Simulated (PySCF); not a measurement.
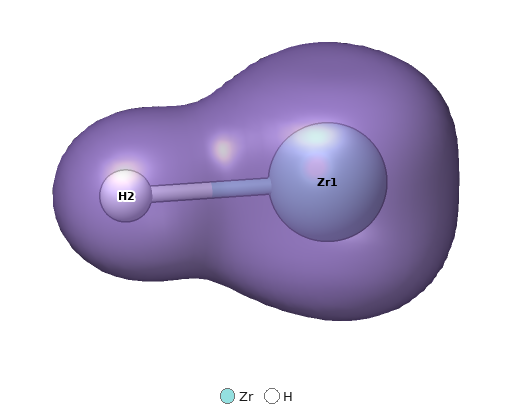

Figure. ZrH (quartet). Isosurface of the electron density at 0.2 e/Å³ (purple), seen from one side.

Core potentials replace the inner electrons of Zr.

Theory: PySCF 2.14.0, PBE0/def2-TZVPPD, non-relativistic Hamiltonian with scalar-relativistic core potentials where named, at a bond length of 1.859 Å.

```tsv
atom	x (Å)	y (Å)	z (Å)
Zr	0.0000	0.0000	-0.0206
H	0.0000	0.0000	1.8384
```

**Which contacts does the surface bridge?**

At this value the surface is in one piece. It bridges the sampled Zr–H (1.86 Å) contact, where the density stays above the isovalue. On the grid the lowest density along these lines, outside the cores, is 0.63 e/Å³ (Zr–H, 1.86 Å).
